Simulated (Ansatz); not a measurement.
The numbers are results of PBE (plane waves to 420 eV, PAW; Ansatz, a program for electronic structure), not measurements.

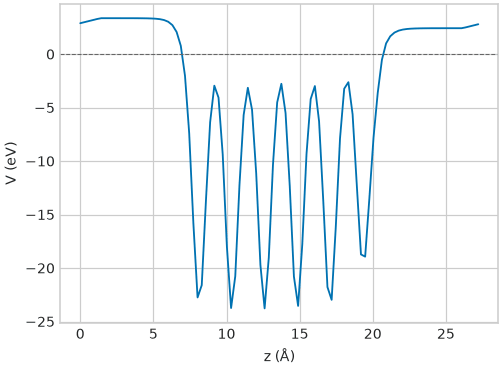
Figure. Planar average of the electrostatic potential across the slab, in eV from the Fermi level, for the (100) surface of rock-salt TaC, Y on half the Ta sites of the top plane, c(2x2) (bottom of the slab: a bare face, its two planes held)

Slab: 24 atoms, 11.2 Å thick at the start; k 9x9x1, smearing 0.1 eV, dipole-corrected; 8 atoms held, the rest relaxed; start symmetry kept, larger cells not searched; no spin, no spin-orbit, no U. It is one candidate, not shown to be the stable structure of the face.

The vacuum level lies 2.43 eV above the Fermi level over the top face and 3.36 eV above it under the bottom face.
